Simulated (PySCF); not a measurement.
The calculation's input:

```
{"job": {"kind": "nmr", "xc": "PBE0", "basis": "pcSseg-1"}, "charge": 0, "multiplicity": 1}
C     -2.051347    -1.335325    -0.291353
C     -2.168683    -0.117685     0.209811
C     -1.046273     0.828745     0.341388
C     -0.159877     1.086856    -0.858881
P      0.668820     0.135082     0.461316
C      1.627137     1.437152     1.350943
Al     1.486227    -1.866898    -0.795768
H     -1.086824    -1.723843    -0.608769
H     -2.895284    -1.993974    -0.394771
H     -3.129628     0.249622     0.547389
H     -1.249612     1.689412     0.971005
H      0.162164     2.105454    -1.036166
H     -0.406829     0.539596    -1.760654
H      1.129559     2.402888     1.298194
H      1.747969     1.144676     2.392961
H      2.615197     1.504777     0.897253
H      0.811580    -1.639009    -2.197628
H      0.949703    -3.026341     0.108177
H      2.986199    -1.411936    -0.641907
```

Launched as:

```sh
OMP_NUM_THREADS=1 python probes_run.py task.json out
```

Geometry: GFN2-xTB.

The calculation used PySCF 2.14.0, PBE0/pcSseg-1, SCF density, gas phase, non-relativistic.

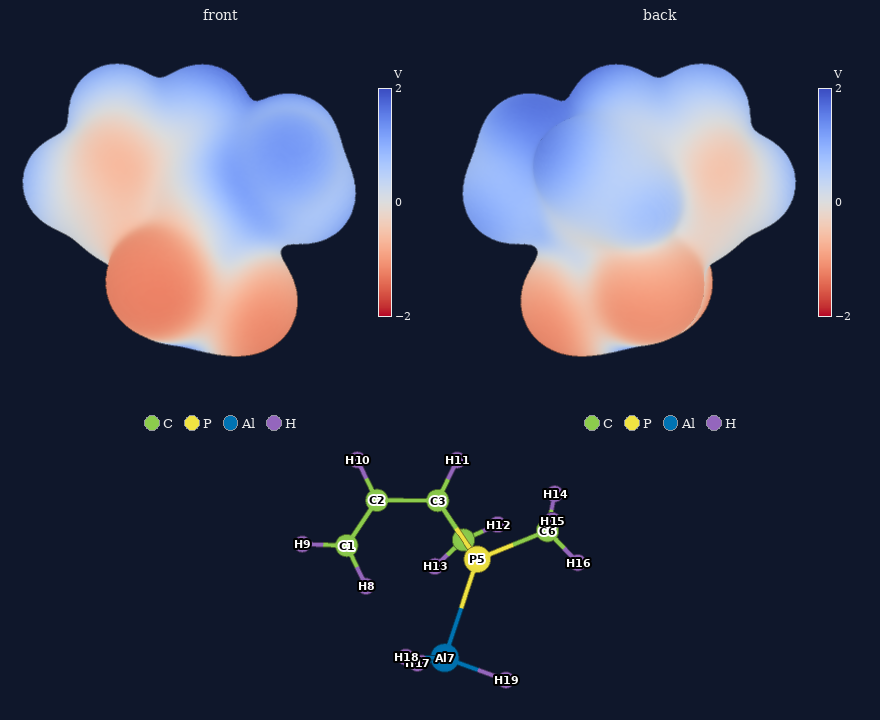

C5H12AlP. The molecular electrostatic potential painted on the density surface at 0.002 e/bohr³, seen from the front and from behind; the colour scale runs from red (negative) to blue (positive). The bare structure is drawn below in the same view.

Q: Where is the surface potential most negative and most positive?

A: The most negative region (about −1.2 V) lies over H18, the most positive (about +1.5 V) over H11 and H14.

Q: How polar is the molecule by this calculation?

A: Its dipole moment is 5.19 D.
